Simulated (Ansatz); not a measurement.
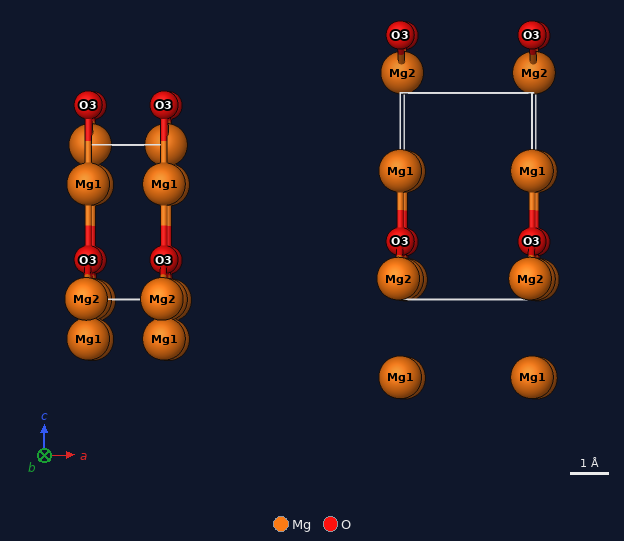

Two geometries of crystalline Mg₂O (a generated structure, set up in Pmm2) (coarse preliminary run), drawn at one scale. One is the start of a relaxation, the other its converged end. The picture is a ball-and-stick view of the cell of the calculation, seen from a free direction.

The calculation used Ansatz 0.2.0, DFT PBE, scalar-relativistic, plane waves, PAW. Set-up: plane-wave cutoff 420 eV; k-point mesh 8 × 6 × 4; occupations gaussian; smearing width 0.1 eV; no spin polarisation; cell and atoms relaxed; force threshold 0.04 eV/Å; at most 70 steps.

Which geometry has the lower energy?

The right one is the relaxed one. The energy falls by 10.086 eV per cell of the calculation in 22 accepted moves (26 points after the start). Largest force component: 7.4 eV/Å at the start, 0.016 eV/Å at the end. Pressure: 105.43 GPa at the start and 0.01 GPa at the end. The SCF was repeated 4 times at an unchanged geometry on a basis and grid sized afresh for the cell, which shifted the energy by 0.756 eV per cell of the calculation at most. The atom that moves furthest relative to the cell is Mg1 (0.68 Å along −c). By element the largest moves are Mg 0.68 Å, O 0.13 Å. Cell: a 2.037 → 3.543 Å (+73.9 %), b 3.425 → 3.236 Å (−5.5 %), c 4.153 → 5.544 Å (+33.5 %). Volume +119.4 %. Among the contacts that change: Mg1–O3 2.125 → 3.649 Å, Mg1–Mg1 2.037 → 3.543 Å, Mg1–Mg2 2.015 → 3.100 Å, Mg1–O3 (another image) 2.028 → 1.896 Å. Bonds break: Mg1–O3 (2.13 → 3.65 Å). The space group stays Pmm2 (No. 25).

Limits of the set-up: the k-point mesh is coarse for a cell with partly filled bands.
